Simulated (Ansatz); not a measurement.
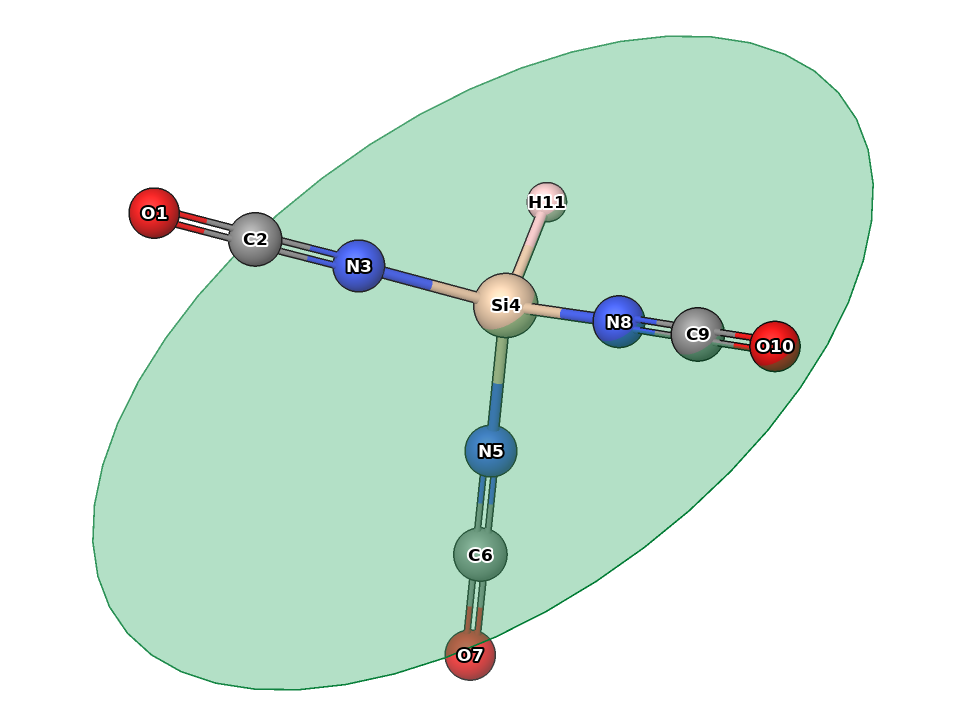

A disc through the centre of mass is drawn in. Depth is shown by fading: the farther an atom, the more it takes the colour of the background. Computed geometry: PBE-D4/def2-SVP optimisation. No frequency run is at hand to confirm it as a minimum.

Is the plane of the disc a mirror plane of the structure?

Answer. Yes. The reflection leaves Si4, N8, C9, O10, H11 in place and moves O1 ↔ O7; C2 ↔ C6; N3 ↔ N5. The point group is C3v.
